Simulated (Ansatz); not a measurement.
## How far to go with the k-point mesh: CaZrN2 (R3m, 4 atoms in the cell)

```
CaZrN2
1.0
    1.64881     0.95194     5.57866
   -1.64881     0.95194     5.57866
    0.00000    -1.90388     5.57866
Ca Zr N
1 1 2
Direct
  0.00299   0.00299   0.00299
  0.50000   0.50000   0.50000
  0.23812   0.23812   0.23812
  0.76188   0.76188   0.76188
```

Computed with LDA (PW92), default PAW files made with PBE (plane waves; Ansatz, a quantum-chemistry and plane-wave program).

Base settings: basis.ecutwfc = 420 eV; kpoints.mp_grid.grid = 9 9 9; hamiltonian.xc = lda; hamiltonian.pseudopotentials = {kind: paw} (the program's default PAW files); scf.occupations.method = fermi_dirac; scf.occupations.width = 0.02 eV.

The second cell is the first with its lattice scaled by 0.98.

Only quantities that move along the ladder and can be compared are tabulated.

The count of work is k-points × plane waves × bands × iterations; it is no time. Core times come from one kind of shared machine, to one figure; runs under 30 s give none.

The starting cell comes from a database of computed structures (which also holds hypothetical and non-ambient phases and stackings), without a prior relaxation at this level. Its lattice was rescaled by up to half a per cent. One atom was moved a little off its site on purpose. In the base run, with a pressure of about -6 GPa the cell is away from its equilibrium volume at this level. Ansatz's pressure includes its estimate of the finite-basis (Pulay) stress.

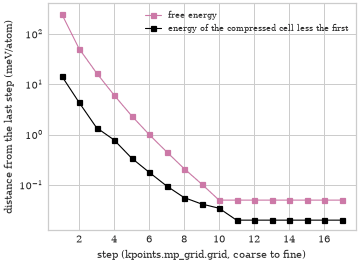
Figure. Distance from the last step along the ladder; very small values are drawn at a floor.

```tsv
kpoints.mp_grid.grid	free energy less the last step's (meV/atom)	energy of the compressed cell less the first (meV/atom)	pressure (GPa)	largest difference of a force vector from the last step's (eV/Å)	gap on the mesh (eV)	count of work / last	core time / last (rough)
2 2 2	254.30	12.85	-3.14	0.659	0.092	0.0027	–
3 3 3	51.38	2.42	-5.32	0.209	0.746	0.0035	–
4 4 4	16.81	-0.59	-5.81	0.076	0.335	0.0076	–
5 5 5	6.12	-1.18	-5.96	0.038	0.532	0.011	–
6 6 6	2.38	-1.62	-6.03	0.021	0.364	0.019	–
7 7 7	1.01	-1.78	-6.05	0.011	0.460	0.026	–
8 8 8	0.46	-1.87	-6.07	0.006	0.370	0.044	–
9 9 9	0.21	-1.91	-6.08	0.003	0.428	0.058	–
10 10 10	0.10	-1.92	-6.08	0.002	0.372	0.079	–
11 11 11	0.04	-1.93	-6.08	0.001	0.410	0.099	–
12 12 12	0.03	-1.95	-6.09	0.001	0.372	0.13	–
14 14 14	0.02	-1.97	-6.09	0.000	0.372	0.20	–
15 15 15	0.00	-1.95	-6.09	0.000	0.393	0.23	–
17 17 17	0.00	-1.96	-6.09	0.000	0.388	0.33	–
18 18 18	0.00	-1.96	-6.09	0.000	0.373	0.39	0.4
20 20 20	0.00	-1.96	-6.09	0.000	0.373	0.53	0.5
23 23 23	0.00	-1.96	-6.09	0.000	0.381	0.79	0.8
25 25 25	0.00	-1.96	-6.09	0.000	0.380	1.0	1
```

Coarsest kpoints.mp_grid.grid that holds the energy of the compressed cell less the first within 2 meV/atom of the last step, with all finer ones: 4 4 4, at 0.0076 of the last step's count of work; the step before is off by 4.4 meV/atom.

Coarsest kpoints.mp_grid.grid that holds the forces within 0.01 eV/Å of the last step, with all finer ones: 8 8 8, at 0.044 of the last step's count of work; the step before is off by 0.011 eV/Å.

Coarsest kpoints.mp_grid.grid that holds the free energy within 5 meV/atom of the last step, with all finer ones: 6 6 6, at 0.019 of the last step's count of work; the step before is off by 6.1 meV/atom.

The energy difference between the two cells stays within 1 meV/atom of the last step's from 5 5 5 on, the total only from 8 8 8 on: much of the error is common to both cells and cancels.

The gap on the mesh jumps up and down from mesh to mesh; it is no smooth measure of convergence.

Keys are those of Ansatz 0.2.
